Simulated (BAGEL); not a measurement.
**BSiH4O2F (SMILES OB(F)O[SiH3]): a chain of runs**

Wanted: a single-point energy (HF/cc-pVDZ), then the energy (NEVPT2(2,2)/cc-pVDZ), then the energy (CASPT2(2,2)/cc-pVDZ) of BSiH4O2F. 

Program for the calculation: BAGEL 1.2.2.

1 further run of the same task is left out (set aside as unsound or not needed).

### Step 1. The structure to begin with

BSiH4O2F has 9 atoms, charge 0, and is taken as a singlet. SMILES: `OB(F)O[SiH3]`. The O1–B2 distance was set to 2.175 Å, away from the relaxed value. At this shape a bond of the SMILES string is far longer than usual.

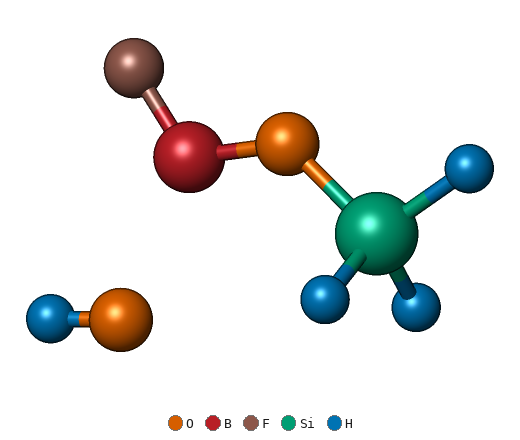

The structure, seen from a chosen angle (oxygen orange, boron red, fluorine brown, silicon teal, hydrogen blue).

### Step 2. A single-point energy at HF/cc-pVDZ (density fitting with svp-jkfit) (run 1)

Contents of hf.json:

```json
{ "bagel" : [

{
  "title" : "molecule",
  "basis" : "cc-pvdz.json",
  "df_basis" : "svp-jkfit",
  "geometry" : [
    { "atom" : "O", "xyz" : [    -4.43198791,     0.37126693,     0.79137951 ] },
    { "atom" : "B", "xyz" : [    -0.74719771,     2.18660210,     0.66650640 ] },
    { "atom" : "F", "xyz" : [    -0.52402105,     4.63134079,     1.24325082 ] },
    { "atom" : "O", "xyz" : [     1.33962685,     0.88231313,     0.01171630 ] },
    { "atom" : "Si", "xyz" : [     1.76538215,    -2.10685566,    -0.80313360 ] },
    { "atom" : "H", "xyz" : [    -5.77066989,     1.49225247,     1.28289727 ] },
    { "atom" : "H", "xyz" : [     4.50113866,    -2.40732211,    -1.30561178 ] },
    { "atom" : "H", "xyz" : [     0.29196269,    -2.69777302,    -3.11389071 ] },
    { "atom" : "H", "xyz" : [     0.97925608,    -3.80023924,     1.28841527 ] }
  ]
},

{ "title" : "hf" },

{ "title" : "print", "file" : "orbitals.molden", "orbitals" : "true" }

]}
```

The basis set cc-pVDZ is read from a file made from the Basis Set Exchange's data (not shown).

Command:

```console
BAGEL_NUM_THREADS=1 BAGEL hf.json > hf.out
```

The program printed:

```text
* using 1 threads per process

  ===============================================================
  ===============================================================

  *** Geometry ***

  { "atom" : "O", "xyz" : [     -4.431988,      0.371267,      0.791380 ] },
  { "atom" : "B", "xyz" : [     -0.747198,      2.186602,      0.666506 ] },
  { "atom" : "F", "xyz" : [     -0.524021,      4.631341,      1.243251 ] },
[... 5 lines of this table left out ...]
  { "atom" : "H", "xyz" : [      0.979256,     -3.800239,      1.288415 ] },

  Number of auxiliary basis functions:      506

  Since a DF basis is specified, we compute 2- and 3-index integrals:
    o Being stored without compression. Storage requirement is 0.036 GB

  Number of basis functions:       94
  Number of electrons      :       48

    * METHOD: MOLECULE                             0.23

  *** RHF ***

  === Nuclear Repulsion ===
   204.8781791227

      * DIIS with orbital gradients will be used.

  === RHF iteration (cc-pvdz.json) ===
      0       -564.76210933          0.01931008           0.07
      1       -564.94338966          0.01650054           0.07
      2       -565.16116000          0.00172232           0.07
[... 13 lines of this table left out ...]
     16       -565.16488821          0.00000001           0.07
    * SCF iteration converged.

    * Permanent dipole moment:
           (   -0.685734,     0.008793,     0.109650) a.u.

    * METHOD: HF                                   1.30

    * METHOD: PRINT                                0.02

  ===============================================================
```

It took 1.7 s on 1 thread of Arm Neoverse V2, shared host; peak memory 0.15 GiB.

### Step 3. The energy at NEVPT2(2,2)/cc-pVDZ (density fitting with svp-jkfit) (run 2)

Contents of input.json:

```json
{ "bagel" : [

{
  "title" : "molecule",
  "basis" : "cc-pvdz.json",
  "df_basis" : "svp-jkfit",
  "angstrom" : "false",
  "geometry" : [
    { "atom" : "O", "xyz" : [ -4.43198791,  0.37126693,  0.79137951 ] },
    { "atom" : "B", "xyz" : [ -0.74719771,  2.18660210,  0.66650640 ] },
    { "atom" : "F", "xyz" : [ -0.52402105,  4.63134079,  1.24325082 ] },
    { "atom" : "O", "xyz" : [  1.33962685,  0.88231313,  0.01171630 ] },
    { "atom" : "Si", "xyz" : [  1.76538215, -2.10685566, -0.80313360 ] },
    { "atom" : "H", "xyz" : [ -5.77066989,  1.49225247,  1.28289727 ] },
    { "atom" : "H", "xyz" : [  4.50113866, -2.40732211, -1.30561178 ] },
    { "atom" : "H", "xyz" : [  0.29196269, -2.69777302, -3.11389071 ] },
    { "atom" : "H", "xyz" : [  0.97925608, -3.80023924,  1.28841527 ] }
  ]
},
{ "title" : "hf" },
{ "title" : "nevpt2", "nstate" : 1, "nact" : 2, "nclosed" : 23, "active" : [24, 25], "maxiter" : 200, "natocc" : "true", "ncore" : 9 },
{ "title" : "print", "file" : "orbitals.molden", "orbitals" : "true" }

]}
```

The basis set cc-pVDZ is read from a file made from the Basis Set Exchange's data (not shown).

Command:

```console
BAGEL_NUM_THREADS=1 BAGEL input.json > input.out
```

The program printed:

```text
* using 1 threads per process

  ===============================================================
  ===============================================================

  *** Geometry ***

  { "atom" : "O", "xyz" : [     -4.431988,      0.371267,      0.791380 ] },
  { "atom" : "B", "xyz" : [     -0.747198,      2.186602,      0.666506 ] },
  { "atom" : "F", "xyz" : [     -0.524021,      4.631341,      1.243251 ] },
[... 5 lines of this table left out ...]
  { "atom" : "H", "xyz" : [      0.979256,     -3.800239,      1.288415 ] },

[... 23 lines left out ...]
    * SCF iteration converged.
[... 1 line left out ...]
    * Permanent dipole moment:
[... 28 lines left out ...]
    * Second-order optimization converged. *
[... 9 lines left out ...]
     * ci vector, state   0, <S^2> = 0.0000
       2.     0.9651843972
       .2    -0.2615704099

  === DF-NEVPT2 calculation ===

    * 3-index integral transformation done
    * assembly done

      NEVPT2 correlation energy:   -0.7062601963      0.24

          (+0)     -0.6004209759
          (+0)'    -0.0346043426
          (+1)     -0.0214934663
          (+1)'    -0.0000000000
          (+2)     -0.0007304599
          (-1)     -0.0457593754
          (-1)'     0.0000000000
          (-2)     -0.0032515762

      NEVPT2 total energy:       -565.9172182860

    * METHOD: NEVPT2                               8.09

    * METHOD: PRINT                                0.02

  ===============================================================
```

It took 9.9 s on 1 thread of Arm Neoverse V2, shared host; peak memory 0.15 GiB.

### Step 4. The energy at CASPT2(2,2)/cc-pVDZ (density fitting with svp-jkfit) (run 3)

Contents of caspt2.json:

```json
{ "bagel" : [

{
  "title" : "molecule",
  "basis" : "cc-pvdz.json",
  "df_basis" : "svp-jkfit",
  "angstrom" : false,
  "geometry" : [
    { "atom" : "O", "xyz" : [ -4.43198791,  0.37126693,  0.79137951 ] },
    { "atom" : "B", "xyz" : [ -0.74719771,  2.18660210,  0.66650640 ] },
    { "atom" : "F", "xyz" : [ -0.52402105,  4.63134079,  1.24325082 ] },
    { "atom" : "O", "xyz" : [  1.33962685,  0.88231313,  0.01171630 ] },
    { "atom" : "Si", "xyz" : [  1.76538215, -2.10685566, -0.80313360 ] },
    { "atom" : "H", "xyz" : [ -5.77066989,  1.49225247,  1.28289727 ] },
    { "atom" : "H", "xyz" : [  4.50113866, -2.40732211, -1.30561178 ] },
    { "atom" : "H", "xyz" : [  0.29196269, -2.69777302, -3.11389071 ] },
    { "atom" : "H", "xyz" : [  0.97925608, -3.80023924,  1.28841527 ] }
  ]
},
{ "title" : "hf" },
{ "title" : "casscf", "nstate" : 1, "nact" : 2, "nclosed" : 23, "active" : [24, 25], "maxiter" : 200, "natocc" : true },
{ "title" : "print", "file" : "orbitals.molden", "orbitals" : true },
{ "title" : "smith", "method" : "caspt2", "ms" : true, "xms" : true, "sssr" : true, "shift" : 0.2, "shift_imag" : true, "ncore" : 9 }

]}
```

The basis set cc-pVDZ is read from a file made from the Basis Set Exchange's data (not shown).

Command:

```console
BAGEL_NUM_THREADS=1 BAGEL caspt2.json > caspt2.out
```

The program printed:

```text
* using 1 threads per process

  ===============================================================
  ===============================================================

  *** Geometry ***

  { "atom" : "O", "xyz" : [     -4.431988,      0.371267,      0.791380 ] },
  { "atom" : "B", "xyz" : [     -0.747198,      2.186602,      0.666506 ] },
  { "atom" : "F", "xyz" : [     -0.524021,      4.631341,      1.243251 ] },
[... 5 lines of this table left out ...]
  { "atom" : "H", "xyz" : [      0.979256,     -3.800239,      1.288415 ] },

[... 25 lines left out ...]
    * Permanent dipole moment:
[... 37 lines left out ...]
     * ci vector, state   0, <S^2> = 0.0000
[... 21 lines left out ...]
       #      aibj      arbs      arbi      airj      risj      airs      arst      rist         Etot      error   time
[... 8 lines left out ...]
      ------------------------------------------------------------------------------------------------------------------

    * CASPT2 energy : state  0     -565.9200964309
        w/o shift correction       -565.9174127789
        reference weight              0.8371674957

    * METHOD: SMITH                                0.83

  ===============================================================
```

Wall time 11 s (1 thread of Arm Neoverse V2, shared host); peak memory 0.28 GiB.

### Step 5. Outcome

```
                                quantity          value
         run 1, HF/cc-pVDZ: total energy  -565.16489 Eh
        run 1, HF/cc-pVDZ: dipole moment         1.77 D
          run 1, HF/cc-pVDZ: HOMO energy      -11.47 eV
          run 1, HF/cc-pVDZ: LUMO energy        2.51 eV
        run 1, HF/cc-pVDZ: HOMO–LUMO gap       13.98 eV
run 2, NEVPT2(2,2)/cc-pVDZ: total energy  -565.91722 Eh
run 3, CASPT2(2,2)/cc-pVDZ: total energy  -565.92010 Eh
```
